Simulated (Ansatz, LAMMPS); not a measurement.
**Amorphous 88SiO2-12TiO2 (mol %) (96 atoms): geometry optimisation**

How does amorphous 88SiO2-12TiO2 (mol %) (96 atoms) relax, and what do bonds, charges and levels look like afterwards?

Program: Ansatz 0.2.0. Level of theory: Kohn-Sham DFT, PBE, PAW (set soft_2), plane waves. Results are calculated unless marked as measured.

## 1. The starting structure

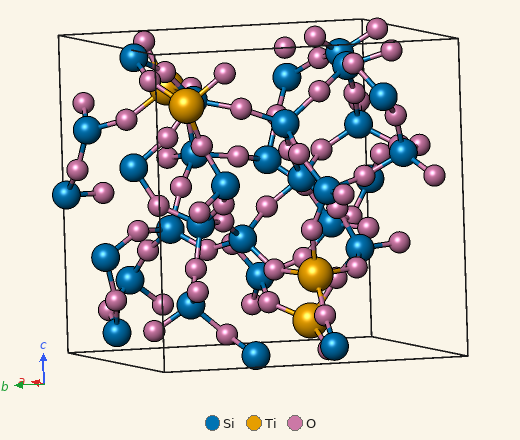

Start, viewed from a free direction; silicon blue, titanium orange, oxygen pink. Bonds to atoms that aren't drawn are left out. Some periodic images of atoms are drawn too.

The cell holds 96 atoms: 28 Si, 4 Ti and 64 O. Cell: a = 11.238 Å, b = 11.238 Å, c = 11.238 Å, α = 90.0°, β = 90.0°, γ = 90.0°. 96 atoms (28 Si, 4 Ti, 64 O) placed at random at 2.34 g/cm³, melted at 5000 K for 10 ps at fixed volume with the Morse and Coulomb pair potential with partial charges (Pedone, Malavasi, Menziani, Cormack and Segre, J. Phys. Chem. B 110, 11780 (2006)). Quenched from 5000 K to 300 K at 50 K/ps and fixed volume, held 5 ps, then minimised at fixed cell.

Before any run, some limits are plain. The quench rate of 50 K/ps is orders of magnitude faster than experiment, which tends to freeze in extra defects. The network of bonds at the start is that of the classical potential that made the cell. Only the Γ point is sampled in the main run, in a cell whose shortest periodic width is 11 Å.

## 2. The classical run that made the cell

A classical potential makes the cell, at a small fraction of what the same run would cost in DFT.

This step: classical MD, Morse and Coulomb pair potential with partial charges (Pedone, Malavasi, Menziani, Cormack and Segre, J. Phys. Chem. B 110, 11780 (2006)) (LAMMPS 22 Jul 2025 - Update 4).

in.lmp reads:

```
# melt-quench of Si28Ti4O64
units metal
atom_style charge
boundary p p p
region box block 0 11.2379 0 11.2379 0 11.2379
create_box 3 box
mass 1 28.0850   # Si
mass 2 47.8670   # Ti
mass 3 15.9990   # O
create_atoms 1 random 28 40194 NULL overlap 1.5 maxtry 2000
create_atoms 2 random 4 40201 NULL overlap 1.5 maxtry 2000
create_atoms 3 random 64 40208 NULL overlap 1.5 maxtry 2000
pair_style hybrid/overlay pedone 5.5 coul/long 8.0
pair_coeff * * coul/long
pair_coeff 1 3 pedone 0.340554 2.006700 2.100000 1   # Si-O
pair_coeff 2 3 pedone 0.024235 2.254703 2.708943 1   # Ti-O
pair_coeff 3 3 pedone 0.042395 1.379316 3.618701 22   # O-O
set type 1 charge 2.4
set type 2 charge 2.4
set type 3 charge -1.2
kspace_style pppm 1.0e-4
neigh_modify delay 0 every 1 check yes
thermo_style custom step time temp pe press density
thermo_modify norm yes
timestep 0.002
thermo 100
min_style cg
minimize 1e-4 1e-4 200 2000
reset_timestep 0
velocity all create 5000 40195 mom yes dist gaussian
fix lim all nve/limit 0.05
fix lan all langevin 5000 5000 0.2 40196 zero yes
thermo 500
run 1000 post no
# [... 10 lines left out ...]
thermo 1250
fix md all nvt temp 300 300 0.2
run 2500 post no
unfix md
thermo 100
min_style cg
minimize 0 1e-3 2000 20000
write_dump all custom glass.dump id type xs ys zs modify sort id
```

Started as:

```console
> lmp -in in.lmp -log none -nocite
```

Numbers of over 12 decimals in the logs are rounded to 6 here.

What it wrote:

```text
LAMMPS (22 Jul 2025 - Update 4)
Created orthogonal box = (0 0 0) to (11.2379 11.2379 11.2379)
Created 28 atoms
Created 4 atoms
Created 64 atoms
PPPM initialization ...
  G vector (1/distance) = 0.3795134
  grid = 12 12 12
  estimated relative force accuracy = 7.4063991e-05
   Step          Time           Temp          PotEng         Press         Density
         0   0              0             -2.7481192      528533.83      2.3421288
        68   0.136          0             -17.166879     -38959.174      2.3421288
Loop time of 0.0437444 s on 1 MPI rank(s) for 68 steps with 96 atoms
Minimization stats:
  Stopping criterion = energy tolerance
  Energy initial, next-to-last, final =
     -2.74811917582561  -17.1654401583929   -17.166878995155
  Force two-norm initial, final = 318.93083 2.752079
  Iterations, force evaluations = 68 78
   Step          Time           Temp          PotEng         Press         Density
[... 12 lines left out ...]
[... 1 line left out ...]
Loop time of 2.29544 s on 1 MPI rank(s) for 5000 steps with 96 atoms
   Step          Time           Temp          PotEng         Press         Density
[... 12 lines left out ...]
Loop time of 20.5087 s on 1 MPI rank(s) for 47000 steps with 96 atoms
   Step          Time           Temp          PotEng         Press         Density
[... 2 lines left out ...]
     55000   110            335.05349     -17.420363     -28174.614      2.3421288
     55500   111            277.94878     -17.419201     -29723.474      2.3421288
Loop time of 0.993063 s on 1 MPI rank(s) for 2500 steps with 96 atoms
   Step          Time           Temp          PotEng         Press         Density
     55500   111            277.94878     -17.419201     -29723.474      2.3421288
     55525   111.05         277.94878     -17.457105     -25969.845      2.3421288
Loop time of 0.0409587 s on 1 MPI rank(s) for 25 steps with 96 atoms
Minimization stats:
  Stopping criterion = linesearch alpha is zero
  Energy initial, next-to-last, final =
     -17.4192010536639  -17.4571045460061  -17.4571045460061
  Force two-norm initial, final = 12.395174 0.1466762
  Iterations, force evaluations = 25 79
```

Elapsed: 24 s, on 1 thread of Arm Neoverse V1, shared host; peak memory 0.072 GiB.

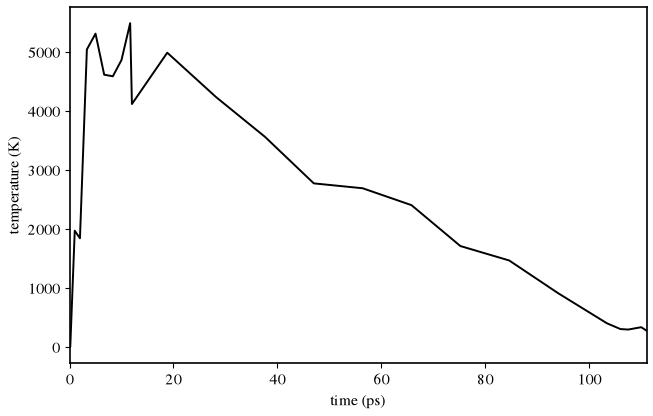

Temperature against time.

## 3. Single point at the start

A single point comes first, to see the forces before anything moves.

input.yaml reads:

```yaml
crystal:
  lattice:
    - [11.2379, 0.0, 0.0]
    - [0.0, 11.2379, 0.0]
    - [0.0, 0.0, 11.2379]
  atoms:
    - { symbol: Si, position: [0.30804, 0.76894, 0.43484] }
    - { symbol: Si, position: [0.06196, 0.41848, 0.04839] }
    - { symbol: Si, position: [0.19327, 0.84526, 0.19208] }
    - { symbol: Si, position: [0.92126, 0.81375, 0.22427] }
    - { symbol: Si, position: [0.16884, 0.13886, 0.63778] }
    - { symbol: Si, position: [0.06307, 0.76067, 0.57153] }
    - { symbol: Si, position: [0.72533, 0.92349, 0.07638] }
    - { symbol: Si, position: [0.81964, 0.62042, 0.61779] }
    - { symbol: Si, position: [0.16029, 0.39563, 0.53211] }
    - { symbol: Si, position: [0.38454, 0.24909, 0.90414] }
    - { symbol: Si, position: [0.49869, 0.5722, 0.36766] }
    - { symbol: Si, position: [0.00112, 0.25228, 0.82965] }
    - { symbol: Si, position: [0.44965, 0.20281, 0.32237] }
    - { symbol: Si, position: [0.81346, 0.1793, 0.37784] }
    - { symbol: Si, position: [0.60364, 0.99192, 0.32421] }
    - { symbol: Si, position: [0.70404, 0.74465, 0.39386] }
    - { symbol: Si, position: [0.88881, 0.36048, 0.58225] }
    - { symbol: Si, position: [0.3897, 0.95776, 0.61815] }
    - { symbol: Si, position: [0.31742, 0.47805, 0.73739] }
    - { symbol: Si, position: [0.75801, 0.15336, 0.91723] }
    - { symbol: Si, position: [0.78081, 0.9838, 0.71393] }
    - { symbol: Si, position: [0.51338, 0.36736, 0.54869] }
    - { symbol: Si, position: [0.95631, 0.00343, 0.49992] }
    - { symbol: Si, position: [0.39012, 0.75471, 0.82037] }
    - { symbol: Si, position: [0.56989, 0.15715, 0.70316] }
    - { symbol: Si, position: [0.04541, 0.68296, 0.03388] }
    - { symbol: Si, position: [0.27098, 0.98391, 0.97339] }
    - { symbol: Si, position: [0.83118, 0.41379, 0.22188] }
    - { symbol: Ti, position: [0.59537, 0.327, 0.09266] }
    - { symbol: Ti, position: [0.67842, 0.74988, 0.84252] }
    - { symbol: Ti, position: [0.27682, 0.40602, 0.26046] }
    - { symbol: Ti, position: [0.03686, 0.88894, 0.83155] }
    - { symbol: O, position: [0.68581, 0.25521, 0.97658] }
    - { symbol: O, position: [0.20469, 0.471, 0.64819] }
    - { symbol: O, position: [0.45646, 0.31397, 0.00998] }
    - { symbol: O, position: [0.70439, 0.42789, 0.14852] }
    - { symbol: O, position: [0.16576, 0.73842, 0.09535] }
    - { symbol: O, position: [0.92773, 0.31159, 0.71742] }
    - { symbol: O, position: [0.89918, 0.95592, 0.79032] }
    - { symbol: O, position: [0.31837, 0.36227, 0.83321] }
    - { symbol: O, position: [0.06154, 0.07279, 0.56856] }
    - { symbol: O, position: [0.32429, 0.11912, 0.94871] }
    - { symbol: O, position: [0.05653, 0.86455, 0.24271] }
    - { symbol: O, position: [0.3417, 0.86064, 0.91769] }
    - { symbol: O, position: [0.94948, 0.69934, 0.13968] }
    - { symbol: O, position: [0.82199, 0.27197, 0.27256] }
    - { symbol: O, position: [0.62984, 0.87383, 0.3999] }
    - { symbol: O, position: [0.72882, 0.03672, 0.98813] }
    - { symbol: O, position: [0.59238, 0.27478, 0.62816] }
    - { symbol: O, position: [0.89215, 0.17984, 0.89317] }
    - { symbol: O, position: [0.83374, 0.00353, 0.5861] }
    - { symbol: O, position: [0.1847, 0.73026, 0.50402] }
    - { symbol: O, position: [0.1446, 0.97286, 0.90762] }
    - { symbol: O, position: [0.05544, 0.33086, 0.9348] }
    - { symbol: O, position: [0.40468, 0.66386, 0.4335] }
    - { symbol: O, position: [0.01944, 0.38679, 0.52788] }
    - { symbol: O, position: [0.7712, 0.65667, 0.75172] }
    - { symbol: O, position: [0.32711, 0.25412, 0.27242] }
    - { symbol: O, position: [0.91926, 0.07908, 0.38753] }
    - { symbol: O, position: [0.17517, 0.41083, 0.13864] }
    - { symbol: O, position: [0.10497, 0.18041, 0.76114] }
    - { symbol: O, position: [0.00825, 0.76931, 0.9289] }
    - { symbol: O, position: [0.69343, 0.8815, 0.7469] }
    - { symbol: O, position: [0.50845, 0.04541, 0.63553] }
    - { symbol: O, position: [0.41415, 0.49759, 0.27283] }
    - { symbol: O, position: [0.54816, 0.47398, 0.4617] }
    - { symbol: O, position: [0.85193, 0.90784, 0.13936] }
    - { symbol: O, position: [0.95788, 0.66732, 0.60008] }
    - { symbol: O, position: [0.63379, 0.95249, 0.1851] }
    - { symbol: O, position: [0.35635, 0.89019, 0.49704] }
    - { symbol: O, position: [0.46155, 0.26965, 0.4516] }
    - { symbol: O, position: [0.2475, 0.95133, 0.11237] }
    - { symbol: O, position: [0.94172, 0.40797, 0.12667] }
    - { symbol: O, position: [0.84816, 0.49713, 0.32684] }
    - { symbol: O, position: [0.6081, 0.65623, 0.33095] }
    - { symbol: O, position: [0.54725, 0.25233, 0.22592] }
    - { symbol: O, position: [0.27224, 0.80049, 0.29923] }
    - { symbol: O, position: [0.70558, 0.8115, 0.98864] }
    [... 12 atom lines left out ...]
    - { symbol: O, position: [0.21508, 0.43274, 0.40692] }
    - { symbol: O, position: [0.39358, 0.84361, 0.70642] }
    - { symbol: O, position: [0.09366, 0.82502, 0.69812] }
    - { symbol: O, position: [0.82833, 0.25753, 0.5013] }
    - { symbol: O, position: [0.70388, 0.11039, 0.76614] }
    - { symbol: O, position: [0.33072, 0.61722, 0.79021] }
kpoints:
  mp_grid: { grid: [1, 1, 1] }
hamiltonian:
  xc: pbe
scf:
  occupations: { method: fermi_dirac, width: 0.025 }
output:
  forces: true
```

Started as:

```console
> ansatz run input.yaml --threads 4 --pin off --max-ram 8192MiB --backend cpu --events-out ev --progress --plain --runs-dir out
```

What it wrote:

```text
Engine: ansatz 0.2.0, aarch64-unknown-linux-gnu
Pseudopotentials: kind: paw
Pseudopotential: Si, paw, valence charge 4, recommended cutoff 420 eV (normal), Si.paw.azcp
Pseudopotential: Ti, paw, valence charge 12, recommended cutoff 420 eV (normal), Ti.paw.azcp
Pseudopotential: O, paw, valence charge 6, recommended cutoff 420 eV (normal), O.paw.azcp
[... 5 lines on functional and potentials left out ...]
Crystal: 96 atoms, lattice volume = 1419.239 Å³
Basis set: ecut = 420 eV, 27633 PW (Γ), exchange–correlation on 160×160×160 points (8 copies of the dense FFT grid, shifted against one another)
Bands: 368, of which v1, the nominal top of the filled ones, is band 272 counted from 1 (271 counted from 0)
Symmetry: 1 space group operations
Space group: P1 (ITA 1), of the structure as read, at distance tolerance 1.1e-4 Å
k-points: 1
[... 7 lines on functional and potentials left out ...]
Initial density: superposition of atomic densities (neutral atoms: chi_scale 0, normalization atom), corrected by the library's trained network
Initial wavefunctions: pseudopotential atomic-orbital guess
Functional: x = pbe(κ = 0.804, μ = 0.219515), c = pbe(β = 0.066725)
SCF iter   1: F=—  HF=-64213.147916 eV  |F-HF|=—  |Δ(HF+E_count)|=         —  Δρ=3.32e-3  dr2=3.15e-1  ethr=1.77e-3  ⟨swp⟩=6.0  Hψ=1742  notcnv=0  defer=47
preconditioner: auto → Resta (q_TF=auto, 2.325 Å⁻¹)  ε∞=3.2  [insulator: Δε(μ)=1.965 eV  Ē_g=14.908 eV  σ=0.025 eV  W_gap=1.00  n_scr=304 (ndim 8)  ℏωp=22.3 eV  f_vac=0.218  D(μ)=0.00/eV (n_scr^D=0)  ε∞_Penn≈3.2]
SCF iter   2: F=—  HF=-64213.092205 eV  |F-HF|=—  |Δ(HF+E_count)|=   5.57e-2  Δρ=1.95e-3  dr2=7.25e-2  ethr=5.80e-5  ⟨swp⟩=2.0  Hψ=622  notcnv=0  defer=91
SCF iter   3: F=—  HF=-64213.079516 eV  |F-HF|=—  |Δ(HF+E_count)|=   1.27e-2  Δρ=8.84e-4  dr2=2.93e-2  ethr=1.33e-5  ⟨swp⟩=2.0  Hψ=476  notcnv=0  defer=38
automatic band count: iteration 3 solves 315 bands in place of 368: the levels show a gap, and the empty bands left out lie too high to hold charge; the band table lists the bands solved (type scf.n_extra_bands for more)
SCF iter   4: F=—  HF=-64213.073599 eV  |F-HF|=—  |Δ(HF+E_count)|=   5.92e-3  Δρ=7.34e-4  dr2=9.88e-3  ethr=5.38e-6  ⟨swp⟩=2.0  Hψ=544  notcnv=0  defer=38
SCF iter   5: F=—  HF=-64213.072061 eV  |F-HF|=—  |Δ(HF+E_count)|=   1.54e-3  Δρ=2.85e-4  dr2=1.40e-3  ethr=1.82e-6  ⟨swp⟩=3.0  Hψ=641  notcnv=0  defer=36
SCF iter   6: F=—  HF=-64213.071972 eV  |F-HF|=—  |Δ(HF+E_count)|=   8.83e-5  Δρ=1.23e-4  dr2=2.31e-4  ethr=2.57e-7  ⟨swp⟩=2.0  Hψ=555  notcnv=0  defer=36
SCF iter   7: F=—  HF=-64213.072022 eV  |F-HF|=—  |Δ(HF+E_count)|=   4.97e-5  Δρ=4.89e-5  dr2=4.11e-5  ethr=4.25e-8  ⟨swp⟩=2.0  Hψ=544  notcnv=0  defer=36
SCF iter   8: F=—  HF=-64213.069866 eV  |F-HF|=—  |Δ(HF+E_count)|=   2.16e-3  Δρ=3.08e-5  dr2=1.58e-5  ethr=7.55e-9  ⟨swp⟩=2.0  Hψ=550  notcnv=0  defer=36
SCF iter   9: F=—  HF=-64213.069867 eV  |F-HF|=—  |Δ(HF+E_count)|=   5.12e-7  Δρ=9.54e-6  dr2=1.66e-6  ethr=2.90e-9  ⟨swp⟩=2.0  Hψ=550  notcnv=0  defer=36
SCF iter  10: F=—  HF=-64213.069867 eV  |F-HF|=—  |Δ(HF+E_count)|=   4.64e-7  Δρ=4.63e-6  dr2=3.82e-7  ethr=3.06e-10  ⟨swp⟩=2.0  Hψ=547  notcnv=0  defer=36
SCF iter  11: F=-64213.069867 eV  HF=-64213.069867 eV  |F-HF|=3.06e-8  |Δ(HF+E_count)|=   2.12e-9  Δρ=2.14e-6  dr2=7.52e-8  ethr=1.84e-11  ⟨swp⟩=4.0  Hψ=1058  notcnv=0
SCF 1 converged in 11 iterations: F = -64213.069867 eV  dr2 = 7.52e-8
  greatest PAW one-centre occupation: 0.999 electrons in one spin orbital (limit 2), on the Ti atom at site 31 (counted from 0), in its partial waves of l = 0
SCF converged after 11 iterations
Free energy (F): -64213.069867 eV
Harris-Foulkes:  -64213.069867 eV  (|F-HF|=3.06e-8)
Internal energy: -64213.069867 eV  (E = F + TS)
E sigma→0 (E₀):  -64213.069867 eV
Fermi energy:    4.695165 eV
--- Per-component energies (eV) ---
  E_band       = -3787.725190
  E_kinetic    = 13744.980513
  E_local      = -45681.731362  (includes V_loc(G=0)·N_el)
  E_nonlocal   = 3755.937426
  E_hartree    = 17680.594717
  E_xc         = -6690.270062
  E_vxc        = -7867.255984  (∫ρ·V_xc dr)
  E_paw        = -28721.443364  (= ΣΔE_a)
  E_vpaw       = -3101.009545  (= ΣTr[D̂ρ^β])
  E_aug_tail   = 0.164421  (compensation charges beyond the density's cutoff)
  E_ewald      = -18301.302155
  E_smearing   = -0.000000  (= −TS)
  E_closure    = -0.000000  (closes the sum)
  Σ components = -64213.069867   (vs F -64213.069867, Δ=0.00e0)
--- Forces (eV/Å), atoms counted from 1 ---
  atom   1  Si    -0.62256970    -0.00618286     0.24156396
  atom   2  Si    -1.80220902     0.33468831     1.27990328
  atom   3  Si    -2.67420832    -1.44984344    -1.50581044
  atom   4  Si     0.77654226    -0.47285231    -2.00012101
  atom   5  Si    -1.22381570     0.46743691    -0.64762028
  atom   6  Si    -1.10443826     1.66503988     0.39029756
  atom   7  Si     0.28409800     0.30459832     1.08086609
  atom   8  Si     0.90704972     1.21180831    -0.15993250
  atom   9  Si    -0.16321256    -1.99833795     1.67867265
  atom  10  Si     0.75129485    -0.08985473    -1.02171352
  atom  11  Si    -1.11639364    -0.30511488     0.59809478
  atom  12  Si    -1.02774146     0.35259976    -2.06054419
  atom  13  Si     1.69287030     1.58125390     0.71390546
  atom  14  Si     0.21678833     0.53556750     0.29242143
[...]
atom  95  O      0.01489338     0.43366187     0.04794018
  atom  96  O     -0.08984373     0.25689908     0.25585783
  max |Σ_I F_I| component: 1.65e-4 eV/Å
```

Elapsed: 15 s, on 4 threads of Arm Neoverse V1, shared host; peak memory 1.8 GiB; 56 s of CPU time.

Reading the cycles: dr2 is the Hartree energy of the density residual (eV), the measure of convergence; HF is the Harris–Foulkes estimate of the energy, which meets the free energy F at convergence.

The run gave:

```
free energy            : -64213.0699 eV
free energy per atom   : -668.8861 eV/atom
SCF cycles             : 11
r.m.s. force component : 0.8588 eV/Å
longest force          : 3.442 eV/Å
Fermi energy           : 4.695 eV
```

The r.m.s. force component of 0.86 eV/Å sets the starting point.

Neighbours are counted within 2.16 Å (O-Si), 2.64 Å (O-Ti).

Length of the force by element and coordination:

```
element  coordination  atoms  mean length of the force (eV/Å)  spread  least   most
      O           all     64                             1.13   0.464   0.22   2.46
      O             1      1                             2.26       0   2.26   2.26
      O             2     62                             1.12   0.440   0.22   2.46
      O             3      1                            0.437       0  0.437  0.437
     Si           all     28                             1.85   0.715  0.648   3.44
     Ti           all      4                             1.28   0.263  0.829   1.47
```

(Continued in part 2 of 4.)

[Logs are printed without paths, hosts, clocks, repeated set-up lines and the standing remarks that a program may print on its own settings, such as how far it seeks lower states.]

[Hosts, paths, dates, database ids (printed as entryN), source tags and the programs' standing remarks are cut or masked in the printed files.]
